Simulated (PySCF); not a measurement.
# GeH3O (SMILES [O][GeH3]) at U-r2SCANh-D4/pcseg-3 (density fitting with def2-universal-jkfit)

What is the energy change on altering one bond length of GeH3O at U-r2SCANh-D4/pcseg-3 (density fitting with def2-universal-jkfit)? 

Program for the calculation: PySCF 2.14.0.

1 further run of the same task is left out (it didn't finish).

### Step 1. The system as given

GeH3O has 5 atoms, charge 0, and is taken as a doublet. SMILES: `[O][GeH3]`. The coordinates come from a PBE0-D4/def2-TZVP relaxation.

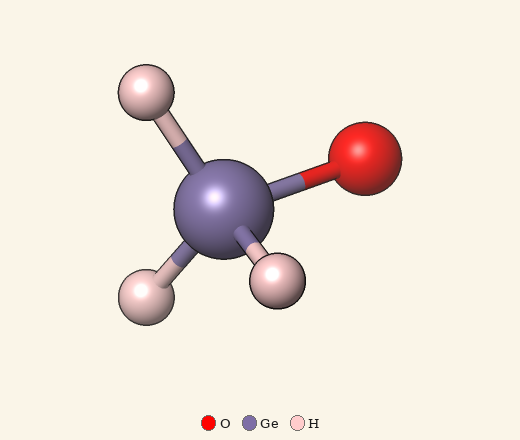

The structure, seen from a chosen angle (oxygen red, germanium purple, hydrogen pink).

### Step 2. The charge distribution at U-r2SCANh-D4/pcseg-3 (density fitting with def2-universal-jkfit)

input.py

```python
from pyscf import gto, dft

mol = gto.Mole()
mol.atom = '''
O   -1.443900   0.418600   0.777300
Ge   0.072300  -0.056300  -0.056900
H   -0.162200  -0.091200  -1.574700
H    0.548000  -1.418100   0.471500
H    1.035700   1.073400   0.341400
'''
mol.spin = 1
mol.basis = 'pcseg-3'
mol.verbose = 4
mol.max_memory = 1860
mol.build()

mf = dft.UKS(mol, xc='r2scanh')
mf = mf.density_fit(auxbasis='def2-universal-jkfit')
mf.disp = 'd4'
mf.max_cycle = 100
mf.kernel()

energy = mf.e_tot
print('E = %.10f Eh' % energy)
mf.analyze()
quad = mf.quad_moment()
```

Command:

```bash
$ OMP_NUM_THREADS=1 python input.py
```

The log of the run:

```text
PySCF version 2.14.0

[... 145 lines left out ...]
converged SCF energy = -2153.97496221452  <S^2> = 0.75592149  2S+1 = 2.0059128
[... 3 lines left out ...]
Nuclear Repulsion Energy =             113.909881453256418
[... 1 line left out ...]
Two-electron Energy =                  960.218304673609282
[... 1 line left out ...]
DFT Exchange-Correlation Energy =      -88.702502553208475
[... 4 lines left out ...]
MO #1   energy= -398.770143860569  | -398.770304846113  occ= 1 | 1
[... 1 line left out ...]
MO #3   energy= -44.236371868317   | -44.2361890860074  occ= 1 | 1
[... 253 lines left out ...]
Dipole moment(X, Y, Z, Debye):  1.75560, -0.53854, -0.95976
Traceless quadrupole moment (Debye*A):
```

Wall time 3 min (1 thread of Arm Neoverse V1, shared host); peak memory 0.89 GiB.

Atomic charges (e):

```tsv
atom	Mulliken
O1	-0.367
Ge2	+0.643
H3	-0.098
H4	-0.098
H5	-0.081
```

### Step 3. The distorted shape

job.py

```python
from pyscf import gto, dft

system = gto.M(
    atom='''
O     -1.822950     0.537325     0.985850
Ge     0.072300    -0.056300    -0.056900
H     -0.162200    -0.091200    -1.574700
H      0.548000    -1.418100     0.471500
H      1.035700     1.073400     0.341400
''',
    spin=1,
    charge=0,
    basis='pcseg-3',
    verbose=4,
    max_memory=1860,
)

mf = dft.UKS(system)
mf.xc = 'r2scanh'
mf = mf.density_fit(auxbasis='def2-universal-jkfit')
mf.disp = 'd4'
mf.max_cycle = 100
mf.kernel()

e_final = mf.e_tot
print(f'total energy: {e_final:.8f} hartree')
dip = mf.dip_moment()
pop, q = mf.mulliken_pop()
quad = mf.quad_moment()
```

Command:

```bash
$ OMP_NUM_THREADS=1 python job.py
```

The log of the run:

```text
PySCF version 2.14.0

[... 56 lines left out ...]
WARN: HOMO -0.344778729818068 >= LUMO -0.344778729818067
[... 74 lines left out ...]
converged SCF energy = -2153.93112043183  <S^2> = 0.76639832  2S+1 = 2.0163316
total energy: -2153.93112043 hartree
Dipole moment(X, Y, Z, Debye):  2.76403, -0.92674, -1.55996
[... 12 lines left out ...]
Traceless quadrupole moment (Debye*A):
```

It took 2.6 min on 1 thread of Arm Neoverse V1, shared host; peak memory 0.89 GiB.

Atomic charges (e):

```tsv
atom	Mulliken
O1	-0.423
Ge2	+0.639
H3	-0.071
H4	-0.071
H5	-0.073
```

### Step 4. Results

Level: U-r2SCANh-D4/pcseg-3 (density fitting with def2-universal-jkfit).

```
                                                          quantity           value
                                         first shape: total energy  -2153.97496 Eh
                                        first shape: dipole moment          2.07 D
                   first shape: HOMO energy (highest over α and β)        -7.74 eV
                    first shape: LUMO energy (lowest over α and β)        -4.55 eV
                                    first shape: dispersion energy    -1.23 kJ/mol
                                                 first shape: ⟨S²⟩           0.756
                                     distorted shape: total energy  -2153.93112 Eh
                                    distorted shape: dipole moment          3.31 D
               distorted shape: HOMO energy (highest over α and β)        -7.00 eV
                distorted shape: LUMO energy (lowest over α and β)        -3.45 eV
                                distorted shape: dispersion energy    -1.24 kJ/mol
                                             distorted shape: ⟨S²⟩           0.766
energy change with the O1–Ge2 bond stretched from 1.795 to 2.243 Å        1.193 eV
```

With the O1–Ge2 bond stretched from 1.795 to 2.243 Å the energy rises by 1.19 eV (28 kcal/mol). The first shape isn't relaxed at this level, so the change isn't measured from a minimum. Mulliken charges (first shape) run from -0.37 on O1 to +0.64 on Ge2. Mulliken charges (distorted shape) run from -0.42 on O1 to +0.64 on Ge2; they depend strongly on the basis.
